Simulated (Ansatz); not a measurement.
# CH3BOSe: small, medium and large basis sets

Aim: see how fast density functionals converge with the basis set for CH3BOSe.

Method: one geometry, several basis sets; program: Ansatz 0.2.0, Gaussian basis.

Plan: PBE0-D4/def2-SVP; ωB97M-V/def2-SVP; PBE0-D4/def2-QZVPP; ωB97M-V/def2-QZVPP; the functionals' def2-TZVPP values are taken from earlier runs.

### 1 The geometry

An earlier PBE0-D4 in a triple-zeta def2 set relaxation fixed the geometry.

SMILES `BC(O)=[Se]`, 7 atoms, charge 0, spin multiplicity 1.

Atoms are counted from 1 here; the program's logs count them from 0.

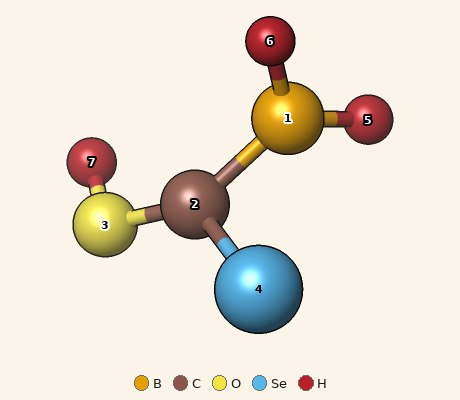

The geometry (boron amber, carbon brown, oxygen yellow, selenium blue, hydrogen red); atoms are numbered from 1 in the order of the file.

### 2 PBE0-D4 in def2-SVP

File in.yaml:

```yaml
crystal:
  periodic: [false, false, false]
  atoms:
    - {symbol: B, position_ang: [-0.345207, 0.868424, -0.191918]}
    - {symbol: C, position_ang: [0.076245, -0.591458, -0.038070]}
    - {symbol: O, position_ang: [0.897956, -1.377187, 0.594778]}
    - {symbol: Se, position_ang: [-1.159547, -1.014329, -1.249168]}
    - {symbol: H, position_ang: [-1.132297, 1.325616, 0.584496]}
    - {symbol: H, position_ang: [0.273968, 1.571310, -0.936180]}
    - {symbol: H, position_ang: [1.449982, -0.850376, 1.190361]}
basis:
  gaussian: {orbitals: def2-SVP}
hamiltonian: {xc: pbe0, dispersion: d4}
output: {orbitals: {seedname: orbitals}}
```

The run is started by

```sh
$ ansatz run in.yaml --threads 2 --pin off --events-out ev --progress --plain --max-ram 4352MiB
```

After this run come: ωB97M-V in def2-SVP; PBE0-D4 in def2-QZVPP; ωB97M-V in def2-QZVPP.

Q: Predict the results of all the runs planned. Wanted: PBE0-D4: double and triple zeta above quadruple; ωB97M-V: double and triple zeta above quadruple.

The runs gave:

| quantity | value |
| --- | --- |
| PBE0-D4: double and triple zeta above quadruple | 13.97, 1.58 eV |
| ωB97M-V: double and triple zeta above quadruple | 14.04, 1.52 eV |

What this shows: PBE0-D4 gains 12.39 eV from double to triple zeta, then 1.58 eV more. These are total energies; as a rule much of such shifts cancels in differences, which this series doesn't test.
